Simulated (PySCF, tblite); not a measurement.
# C₆H₁₃PSi: geometry, infrared bands and NMR shifts

Aim: predict the infrared bands and NMR shifts of C₆H₁₃PSi (`C#CPC[Si](C)(C)C`).

The runs use tblite 0.8.0 and PySCF 2.14.0, with density-fitted response routines of our own; the level of theory stands in each step. All values are computed, except where a source is named. Atoms count from 0, in the outputs and in this text.

## Step 1: The molecule as given

21 atoms, charge 0, multiplicity 1; geometry from: force field or distance geometry start.

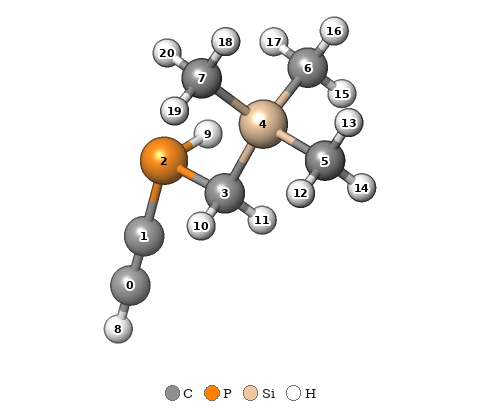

As it starts; carbon grey, phosphorus orange, silicon light orange, hydrogen white, atoms numbered; sticks join atoms by distance.

## Step 2: Geometry optimisation with GFN2-xTB

The job: settings as JSON, then the geometry in Å.

```
{"job": {"kind": "relax", "xc": "GFN2-xTB", "basis": "xTB"}, "charge": 0, "multiplicity": 1}
C      4.596100     0.388300     0.826800
C      3.420300     0.200100     1.041700
P      1.660300    -0.106900     1.399600
C      0.949200     0.414400    -0.237300
Si    -0.892700     0.022500    -0.274400
C     -1.553400     0.566800    -1.970200
C     -1.210400    -1.813800    -0.099400
C     -1.820400     0.974100     1.047700
H      5.624900     0.562700     0.634200
H      1.622100    -1.504000     1.189300
H      1.098700     1.479300    -0.378400
H      1.452800    -0.122700    -1.042600
H     -1.394300     1.641400    -2.101600
H     -2.615900     0.361700    -2.047000
H     -1.037200     0.038200    -2.767100
H     -0.644100    -2.382600    -0.825800
H     -2.272100    -2.033600    -0.236400
H     -0.926400    -2.174500     0.899700
H     -2.905000     0.818800     0.940200
H     -1.620400     2.043700     0.972300
H     -1.540900     0.643200     2.048800
```

On the command line:

```console
OMP_NUM_THREADS=1 python probes_run.py task.json out
```

One launch serves the whole session: the jobs run in the order shown.

**Question.** This job is followed by: GFN2-xTB harmonic vibrations, gas phase; GIAO PBE0/pcSseg-1 NMR shielding, non-relativistic, gas phase. What will the session give for the following? strongest single infrared mode (GFN2-xTB); zero-point energy (GFN2-xTB); ¹³C shifts against TMS (PBE0/pcSseg-1, means over atoms taken as alike); ¹H shifts against TMS (PBE0/pcSseg-1, means over atoms taken as alike); ³¹P shifts against H3PO4 (PBE0/pcSseg-1); ²⁹Si shifts against TMS (PBE0/pcSseg-1).

**Answer**, as computed:

| quantity | value |
| --- | --- |
| strongest single infrared mode (GFN2-xTB) | 872 cm⁻¹, 315 km/mol |
| zero-point energy (GFN2-xTB) | 103.8 kcal/mol |
| ¹³C shifts against TMS (PBE0/pcSseg-1, means over atoms taken as alike) | 99.0, 88.3, 14.7, -0.9 ppm |
| ¹H shifts against TMS (PBE0/pcSseg-1, means over atoms taken as alike) | 4.19, 2.21, 1.22, 0.06 ppm |
| ³¹P shifts against H3PO4 (PBE0/pcSseg-1) | -143.5 ppm |
| ²⁹Si shifts against TMS (PBE0/pcSseg-1) | 0.8 ppm |

**Reading.** Relaxing lowered the energy by 0.159 eV in 44 steps; the close pair that moved most is C1–P2, from 1.822 to 1.768 Å. All 57 modes are real, so the xTB geometry is a minimum. GFN2-xTB is a fitted tight-binding method: band positions and strengths are rough. Its intensities can rank the bands wrongly. At PBE0/pcSseg-1: Shielding is most anisotropic at C1 (span 308 ppm, paramagnetic term -171 ppm).
